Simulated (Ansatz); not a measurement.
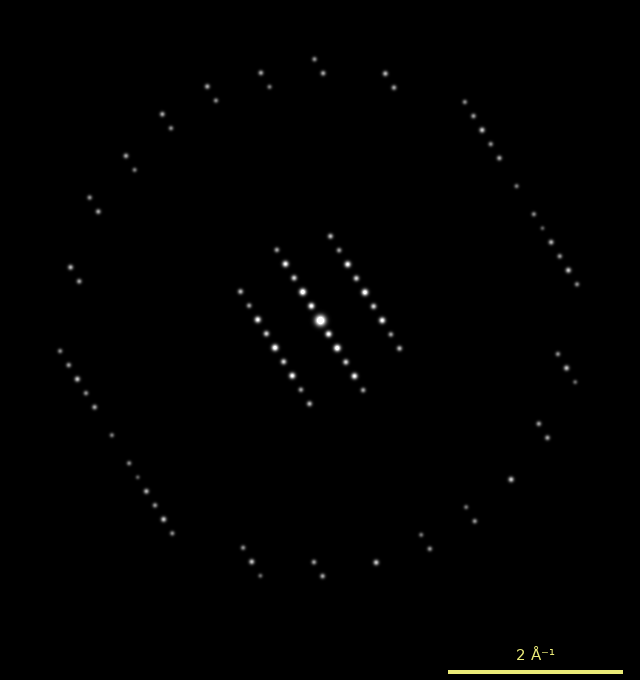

Wide-angle electron diffraction pattern, simulated kinematically at 80 kV (λ = 0.0418 Å, B = 0.2 Å², logarithmic intensity scale). The centre holds the zero-order Laue zone; the ring outside it is the first higher-order Laue zone that is excited.

Q: Measure the ring and find the spacing of the reciprocal-lattice layers along the beam.

A: The ring radius is about 2.9 Å⁻¹, so H ≈ λG²/2 is about 0.18 Å⁻¹, and 1/H, about 5.7 Å, is the shortest lattice translation along the beam.

The crystal is Hf₂C, space group R-3m (No. 166), a = 3.29 Å, c = 15.81 Å (hexagonal axes), seen along [210]. Structure: coordinates from a relaxation with Ansatz, DFT, PAW plane waves, pbe, spin-orbit; the starting structure was generated, so it need not be a known form of this composition.

Q: What symmetry do the zero layer and the whole pattern have?

A: Zero layer: 2mm. With the outer ring, and with Friedel's law holding in this kinematic picture: m.
